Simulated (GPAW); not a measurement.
**Run report: InNH4O, calculation of the molecule and its ions (part 1 of 3)**

System: InNH4O, SMILES [NH2][InH][OH].
Method: PBE/dzp, scalar-relativistic datasets (GPAW 26.7.0).

The geometry comes from this level: GFN2-xTB.

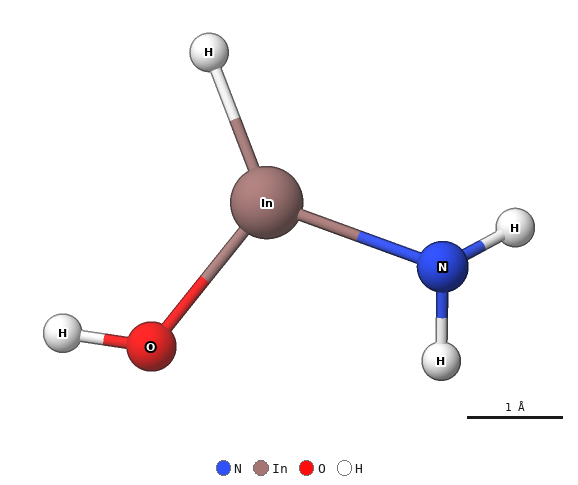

*The structure (ball-and-stick view, seen at an oblique angle). Sticks mark near contacts.*

**Input (h4inno_ipea.py)**
```python
from ase import Atoms
from gpaw import GPAW

# Structure
molecule = Atoms('NInOHHHH',
    positions=[[ -1.082070,   0.585080,  -1.020580],
               [  0.281220,   0.347320,   0.475460],
               [  1.259290,  -1.309070,   0.182940],
               [ -1.188170,  -0.343340,  -1.424150],
               [ -2.002460,   0.883350,  -0.711800],
               [  0.730930,   1.373290,   1.758290],
               [  2.001260,  -1.536620,   0.739840]])
molecule.center(vacuum=4.5)

energies = {}
for name, charge, unpaired in [('neutral', 0, 0), ('oxidised', 1, 1)]:
    molecule.set_initial_magnetic_moments([unpaired / len(molecule)] * len(molecule))
    calc = GPAW(mode='lcao',
                basis='dzp',
                h=0.22,
                xc='PBE',
                charge=charge,
                occupations={'name': 'fermi-dirac', 'width': 0.0, 'fixmagmom': unpaired > 0},
                maxiter=100,
                symmetry='off',
                txt='-')
    molecule.calc = calc
    energies[name] = molecule.get_potential_energy()
    print(f'{name:10} {energies[name]:12.5f} eV')

ip = energies['oxidised'] - energies['neutral']
print(f'Vertical IP             {ip:.3f} eV')
```

Launched with:
```bash
python3 h4inno_ipea.py
```

**Log**
```
__  _  _
 | _ |_)|_||  |
 |__||  | ||/\| - 26.7.0

units:  Angstrom and eV
cores:  1
OpenMP: False

Versions:
  Python: 3.12.14
  ASE:    3.29.0
  Numpy:  2.5.5
  Scipy:  1.18.1
  Libxc:  7.0.0

        _gpaw.cpython-312-aarch64-linux-gnu.so

Input parameters:
  mode=LCAO(),
  basis={'default': 'dzp'},
  charge=0.0,
  h=0.22,
  maxiter=100,
  occupations=Occupations(name='fermi-dirac', width=0.0, fixmagmom=False),
  symmetry=Symmetry(point_group=False, time_reversal=False),
  xc=XC(name='PBE')
        .-------------------------------.
       /|                               |
      / |                               |
     /  |                               |
    /   |                               |
   /    |                               |
  /     |                               |
 *      |                               |
 |      |              H                |
 |      |                               |
 |      |            In                 |
 |      |                H              |
 |      |       H N    O                |
 |      |        H                      |
 |      |                               |
 |      .-------------------------------.
 |     /                               /
 |    /                               /
 |   /                               /
 |  /                               /
 | /                               /
 |/                               /
 *-------------------------------*

Atoms  # Å, Bohr magnetons
|   | symbol |        x |        y |        z |    initial magnetic moments |
|---|--------|----------|----------|----------|-----------------------------|
| 0 |      N | 5.420390 | 6.621700 | 4.903570 | ( 0.0000,  0.0000,  0.0000) |
| 1 |     In | 6.783680 | 6.383940 | 6.399610 | ( 0.0000,  0.0000,  0.0000) |
| 2 |      O | 7.761750 | 4.727550 | 6.107090 | ( 0.0000,  0.0000,  0.0000) |
| 3 |      H | 5.314290 | 5.693280 | 4.500000 | ( 0.0000,  0.0000,  0.0000) |
| 4 |      H | 4.500000 | 6.919970 | 5.212350 | ( 0.0000,  0.0000,  0.0000) |
| 5 |      H | 7.233390 | 7.409910 | 7.682440 | ( 0.0000,  0.0000,  0.0000) |
| 6 |      H | 8.503720 | 4.500000 | 6.663990 | ( 0.0000,  0.0000,  0.0000) |

Unit cell  # Å
| periodic |         x |         y |         z |   lengths |    angles |
|----------|-----------|-----------|-----------|-----------|-----------|
|       no | 13.003720 |  0.000000 |  0.000000 | 13.003720 | 90.000000 |
|       no |  0.000000 | 11.909910 |  0.000000 | 11.909910 | 90.000000 |
|       no |  0.000000 |  0.000000 | 12.182440 | 12.182440 | 90.000000 |

Number of symmetries: 1
Symmetry operations  # r_c * U_cc + t_c -> r_c
|   | kind |            matrix            |
|---|------|------------------------------|
| 0 |  E   |  1, 0, 0,  0, 1, 0,  0, 0, 1 |

BZ-sampling:
  Number of BZ points: 1
  Number of IBZ points: 1

  Monkhorst-Pack size: [1, 1, 1]
  Monkhorst-Pack shift: [0, 0, 0]

K-points  # in reciprocal-cell coordinates
|   |                                coordinates |     weight |
|---|--------------------------------------------|------------|
| 0 | (  0.00000000,   0.00000000,   0.00000000) | 1.00000000 |

basis functions: 69
Spin-components: 1 (collinear spins)
Bands:           21
Projectors:      28
Spin-degeneracy: 2
Datatype:        <class 'float'>

  Storage: CPU
  Wave functions: 11_592 bytes (11_592 per core)

Parallelization:
  kpt:    1
  domain: 1
  band:   1

Density:
  Valence electrons: 28.0
  Components: 1
  Grid points: [60 56 56]
  Charge: 0.0  # |e|

Potential:
  Grid points: [60 56 56]

species:
  N:
    name:    Nitrogen
    Z:       7.0
    valence: 5
    core:    2
    charge:  0.0  # [|e|]
    file:    N.PBE.gz
    compensation charges:
      type: gauss
      rc: 0.18  # [Å]
      lmax: 2
    cutoffs:
      filter: 1.11  # [Å]
      core: 0.96  # [Å]
    projectors
    | kind |    occ | energy [eV] | rcut [Å] |
    |------|--------|-------------|----------|
    |   2s |  2.000 |     -18.583 |    0.603 |
    |   2p |  3.000 |      -7.089 |    0.529 |
    |    s |        |       8.629 |    0.603 |
    |    p |        |      20.123 |    0.529 |
    |    d |        |       0.000 |    0.577 |

    LCAO basis set for N:
      Name: dzp
      File: N.dzp.basis.gz
      Number of radial functions: 5
      Number of spherical harmonics: 13
        l=0, rc=4.8594 Bohr: 2s-sz confined orbital
        l=1, rc=6.0625 Bohr: 2p-sz confined orbital
        l=0, rc=2.6094 Bohr: 2s-dz split-valence wave
        l=1, rc=3.2656 Bohr: 2p-dz split-valence wave
        l=2, rc=6.0625 Bohr: d-type Gaussian polarization
      Number of RI-basis functions 0

  In:
    name:    Indium
    Z:       49.0
    valence: 13
    core:    36
    charge:  0.0  # [|e|]
    file:    In.PBE.gz
    compensation charges:
      type: gauss
      rc: 0.36  # [Å]
      lmax: 2
    cutoffs:
      filter: 2.09  # [Å]
      core: 2.48  # [Å]
    projectors
    | kind |    occ | energy [eV] | rcut [Å] |
    |------|--------|-------------|----------|
    |   5s |  2.000 |      -8.203 |    1.185 |
    |   5p |  1.000 |      -2.521 |    1.244 |
    |   4d | 10.000 |     -18.629 |    1.148 |
    |    s |        |      19.008 |    1.185 |
    |    p |        |      24.691 |    1.244 |
    |    d |        |       8.583 |    1.148 |

    LCAO basis set for In:
      Name: dzp
      File: In.dzp.basis.gz
      Number of radial functions: 7
      Number of spherical harmonics: 23
        l=0, rc=7.7188 Bohr: 5s-sz confined orbital
        l=1, rc=10.7500 Bohr: 5p-sz confined orbital
        l=2, rc=4.4219 Bohr: 4d-sz confined orbital
        l=0, rc=4.5312 Bohr: 5s-dz split-valence wave
        l=1, rc=6.4688 Bohr: 5p-dz split-valence wave
        l=2, rc=2.7344 Bohr: 4d-dz split-valence wave
        l=2, rc=10.7500 Bohr: d-type Gaussian polarization
      Number of RI-basis functions 0

  O:
    name:    Oxygen
    Z:       8.0
    valence: 6
    core:    2
    charge:  0.0  # [|e|]
    file:    O.PBE.gz
    compensation charges:
      type: gauss
      rc: 0.21  # [Å]
      lmax: 2
    cutoffs:
      filter: 1.17  # [Å]
      core: 0.83  # [Å]
    projectors
    | kind |    occ | energy [eV] | rcut [Å] |
    |------|--------|-------------|----------|
    |   2s |  2.000 |     -23.961 |    0.688 |
    |   2p |  4.000 |      -9.029 |    0.598 |
    |    s |        |       3.251 |    0.688 |
    |    p |        |      18.182 |    0.598 |
    |    d |        |       0.000 |    0.619 |

    LCAO basis set for O:
      Name: dzp
      File: O.dzp.basis.gz
      Number of radial functions: 5
      Number of spherical harmonics: 13
        l=0, rc=4.3438 Bohr: 2s-sz confined orbital
        l=1, rc=5.3906 Bohr: 2p-sz confined orbital
        l=0, rc=2.2969 Bohr: 2s-dz split-valence wave
        l=1, rc=2.8906 Bohr: 2p-dz split-valence wave
        l=2, rc=5.3906 Bohr: d-type Gaussian polarization
      Number of RI-basis functions 0

  H:
    name:    Hydrogen
    Z:       1.0
    valence: 1
    core:    0
    charge:  0.0  # [|e|]
    file:    H.PBE.gz
    compensation charges:
      type: gauss
      rc: 0.15  # [Å]
      lmax: 2
    cutoffs:
      filter: 0.85  # [Å]
      core: 0.53  # [Å]
    projectors
    | kind |    occ | energy [eV] | rcut [Å] |
    |------|--------|-------------|----------|
    |   1s |  1.000 |      -6.494 |    0.476 |
    |    s |        |      20.717 |    0.476 |
    |    p |        |       0.000 |    0.476 |

    LCAO basis set for H:
      Name: dzp
      File: H.dzp.basis.gz
      Number of radial functions: 3
      Number of spherical harmonics: 5
        l=0, rc=6.4219 Bohr: 1s-sz confined orbital
        l=0, rc=3.6094 Bohr: 1s-dz split-valence wave
        l=1, rc=6.4219 Bohr: p-type Gaussian polarization
      Number of RI-basis functions 0

Reference energy: -163547.954114  # eV

eigensolver:
  <gpaw.new.lcao.eigensolver.LCAOEigensolver object at 0xe1d086d716d0>
density mixing:
  MSR1-Mixer
  Pratt-step length: 0.05
  Maximum mixing coefficient: 0.75
  Old densities: 10
  SVD Regularization: 0.005
  Good broyden scale: 1.0
  Trust region scale: 1.0
  Backstep threshold: 4.0
  History deletion threshold: 6.0
  Fourier metric: weight=20.0, sigma=0.015

occupation numbers:
  # Zero width

FastPoissonSolver using
    Stencil: 6*3+1=19 point O(h^6) finite-difference Laplacian
    FFT axes: []
    FST axes: [np.int64(1), np.int64(2), np.int64(0)]

xc functional:
  name: PBE with 2 nearest neighbor stencil
interpolation: tri-quintic # 5. degree polynomial

        .-------------------------------.
       /|                               |
      / |                               |
     /  |                               |
    /   |                               |
   /    |                               |
  /     |                               |
 *      |                               |
 |      |              H                |
 |      |                               |
 |      |            In                 |
 |      |                H              |
 |      |       H N    O                |
 |      |        H                      |
 |      |                               |
 |      .-------------------------------.
 |     /                               /
 |    /                               /
 |   /                               /
 |  /                               /
 | /                               /
 |/                               /
 *-------------------------------*

Atoms  # Å, Bohr magnetons
|   | symbol |        x |        y |        z |    initial magnetic moments |
|---|--------|----------|----------|----------|-----------------------------|
| 0 |      N | 5.420390 | 6.621700 | 4.903570 | ( 0.0000,  0.0000,  0.0000) |
| 1 |     In | 6.783680 | 6.383940 | 6.399610 | ( 0.0000,  0.0000,  0.0000) |
| 2 |      O | 7.761750 | 4.727550 | 6.107090 | ( 0.0000,  0.0000,  0.0000) |
| 3 |      H | 5.314290 | 5.693280 | 4.500000 | ( 0.0000,  0.0000,  0.0000) |
| 4 |      H | 4.500000 | 6.919970 | 5.212350 | ( 0.0000,  0.0000,  0.0000) |
| 5 |      H | 7.233390 | 7.409910 | 7.682440 | ( 0.0000,  0.0000,  0.0000) |
| 6 |      H | 8.503720 | 4.500000 | 6.663990 | ( 0.0000,  0.0000,  0.0000) |

Unit cell  # Å
| periodic |         x |         y |         z |   lengths |    angles |
|----------|-----------|-----------|-----------|-----------|-----------|
|       no | 13.003720 |  0.000000 |  0.000000 | 13.003720 | 90.000000 |
|       no |  0.000000 | 11.909910 |  0.000000 | 11.909910 | 90.000000 |
|       no |  0.000000 |  0.000000 | 12.182440 | 12.182440 | 90.000000 |

Number of symmetries: 1
Symmetry operations  # r_c * U_cc + t_c -> r_c
|   | kind |            matrix            |
|---|------|------------------------------|
| 0 |  E   |  1, 0, 0,  0, 1, 0,  0, 0, 1 |

BZ-sampling:
  Number of BZ points: 1
  Number of IBZ points: 1

  Monkhorst-Pack size: [1, 1, 1]
  Monkhorst-Pack shift: [0, 0, 0]

K-points  # in reciprocal-cell coordinates
|   |                                coordinates |     weight |
|---|--------------------------------------------|------------|
| 0 | (  0.00000000,   0.00000000,   0.00000000) | 1.00000000 |

basis functions: 69
Spin-components: 1 (collinear spins)
Bands:           21
Projectors:      28
Spin-degeneracy: 2
Datatype:        <class 'float'>

  Storage: CPU
  Wave functions: 11_592 bytes (11_592 per core)

Parallelization:
  kpt:    1
  domain: 1
  band:   1

Density:
  Valence electrons: 28.0
  Components: 1
  Grid points: [60 56 56]
  Charge: 0.0  # |e|

Potential:
  Grid points: [60 56 56]

species:
  N:
    name:    Nitrogen
    Z:       7.0
    valence: 5
    core:    2
    charge:  0.0  # [|e|]
    file:    N.PBE.gz
    compensation charges:
      type: gauss
      rc: 0.18  # [Å]
      lmax: 2
    cutoffs:
      filter: 1.11  # [Å]
      core: 0.96  # [Å]
    projectors
    | kind |    occ | energy [eV] | rcut [Å] |
    |------|--------|-------------|----------|
    |   2s |  2.000 |     -18.583 |    0.603 |
    |   2p |  3.000 |      -7.089 |    0.529 |
    |    s |        |       8.629 |    0.603 |
    |    p |        |      20.123 |    0.529 |
    |    d |        |       0.000 |    0.577 |

    LCAO basis set for N:
      Name: dzp
      File: N.dzp.basis.gz
      Number of radial functions: 5
      Number of spherical harmonics: 13
        l=0, rc=4.8594 Bohr: 2s-sz confined orbital
        l=1, rc=6.0625 Bohr: 2p-sz confined orbital
        l=0, rc=2.6094 Bohr: 2s-dz split-valence wave
        l=1, rc=3.2656 Bohr: 2p-dz split-valence wave
        l=2, rc=6.0625 Bohr: d-type Gaussian polarization
      Number of RI-basis functions 0

  In:
    name:    Indium
    Z:       49.0
    valence: 13
    core:    36
    charge:  0.0  # [|e|]
    file:    In.PBE.gz
    compensation charges:
      type: gauss
      rc: 0.36  # [Å]
      lmax: 2
    cutoffs:
      filter: 2.09  # [Å]
      core: 2.48  # [Å]
    projectors
    | kind |    occ | energy [eV] | rcut [Å] |
    |------|--------|-------------|----------|
    |   5s |  2.000 |      -8.203 |    1.185 |
    |   5p |  1.000 |      -2.521 |    1.244 |
    |   4d | 10.000 |     -18.629 |    1.148 |
    |    s |        |      19.008 |    1.185 |
    |    p |        |      24.691 |    1.244 |
    |    d |        |       8.583 |    1.148 |

    LCAO basis set for In:
      Name: dzp
      File: In.dzp.basis.gz
      Number of radial functions: 7
      Number of spherical harmonics: 23
        l=0, rc=7.7188 Bohr: 5s-sz confined orbital
        l=1, rc=10.7500 Bohr: 5p-sz confined orbital
        l=2, rc=4.4219 Bohr: 4d-sz confined orbital
        l=0, rc=4.5312 Bohr: 5s-dz split-valence wave
        l=1, rc=6.4688 Bohr: 5p-dz split-valence wave
        l=2, rc=2.7344 Bohr: 4d-dz split-valence wave
        l=2, rc=10.7500 Bohr: d-type Gaussian polarization
      Number of RI-basis functions 0

  O:
    name:    Oxygen
    Z:       8.0
    valence: 6
    core:    2
    charge:  0.0  # [|e|]
    file:    O.PBE.gz
    compensation charges:
      type: gauss
      rc: 0.21  # [Å]
      lmax: 2
    cutoffs:
      filter: 1.17  # [Å]
      core: 0.83  # [Å]
    projectors
    | kind |    occ | energy [eV] | rcut [Å] |
    |------|--------|-------------|----------|
    |   2s |  2.000 |     -23.961 |    0.688 |
    |   2p |  4.000 |      -9.029 |    0.598 |
    |    s |        |       3.251 |    0.688 |
    |    p |        |      18.182 |    0.598 |
    |    d |        |       0.000 |    0.619 |

    LCAO basis set for O:
      Name: dzp
      File: O.dzp.basis.gz
      Number of radial functions: 5
      Number of spherical harmonics: 13
        l=0, rc=4.3438 Bohr: 2s-sz confined orbital
        l=1, rc=5.3906 Bohr: 2p-sz confined orbital
        l=0, rc=2.2969 Bohr: 2s-dz split-valence wave
        l=1, rc=2.8906 Bohr: 2p-dz split-valence wave
        l=2, rc=5.3906 Bohr: d-type Gaussian polarization
      Number of RI-basis functions 0

  H:
    name:    Hydrogen
    Z:       1.0
    valence: 1
    core:    0
    charge:  0.0  # [|e|]
    file:    H.PBE.gz
    compensation charges:
      type: gauss
      rc: 0.15  # [Å]
      lmax: 2
    cutoffs:
      filter: 0.85  # [Å]
      core: 0.53  # [Å]
    projectors
    | kind |    occ | energy [eV] | rcut [Å] |
    |------|--------|-------------|----------|
    |   1s |  1.000 |      -6.494 |    0.476 |
    |    s |        |      20.717 |    0.476 |
    |    p |        |       0.000 |    0.476 |

    LCAO basis set for H:
      Name: dzp
      File: H.dzp.basis.gz
      Number of radial functions: 3
      Number of spherical harmonics: 5
        l=0, rc=6.4219 Bohr: 1s-sz confined orbital
        l=0, rc=3.6094 Bohr: 1s-dz split-valence wave
        l=1, rc=6.4219 Bohr: p-type Gaussian polarization
      Number of RI-basis functions 0

Reference energy: -163547.954114  # eV

eigensolver:
  <gpaw.new.lcao.eigensolver.LCAOEigensolver object at 0xe1d086cc10d0>
density mixing:
  MSR1-Mixer
  Pratt-step length: 0.05
  Maximum mixing coefficient: 0.75
  Old densities: 10
  SVD Regularization: 0.005
  Good broyden scale: 1.0
  Trust region scale: 1.0
  Backstep threshold: 4.0
  History deletion threshold: 6.0
  Fourier metric: weight=20.0, sigma=0.015

occupation numbers:
  # Zero width

FastPoissonSolver using
    Stencil: 6*3+1=19 point O(h^6) finite-difference Laplacian
    FFT axes: []
    FST axes: [np.int64(1), np.int64(2), np.int64(0)]

xc functional:
  name: PBE with 2 nearest neighbor stencil
interpolation: tri-quintic # 5. degree polynomial

Initialization done in: 3.052 s

convergence criteria:
- Maximum [total energy] change in last 3 cyles: 0.0005 eV / valence electron
- Maximum integral of absolute [dens]ity change: 0.0001 electrons / valence electron
- Maximum integral of absolute [eigenst]ate change: 4e-08 eV^2 / valence electron
maximum number of iterations: 100
```
